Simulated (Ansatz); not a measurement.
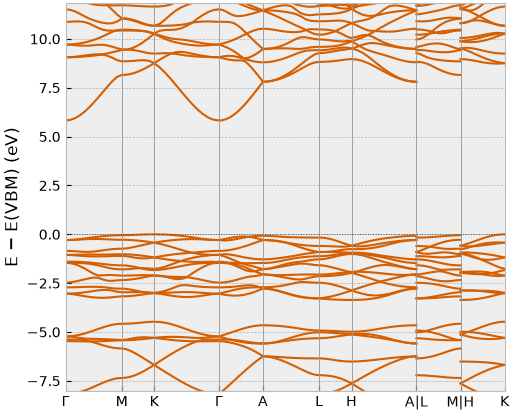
Figure: Band structure from DFT-LDA in the program Ansatz with PAW potentials

Q: Read off the gap and where the band edges lie.

A: About 5.8 eV (5.83 eV by a search for the band edges); maximum at K, minimum at Γ.

The material is SiO$_{2}$ in space group P3_121 (No. 152; O on 6c, Si on 3a).

The LDA relaxation kept the symmetry of its start; phonons on a q-mesh show no instability.

Potentials: the later of the program's two PAW sets.
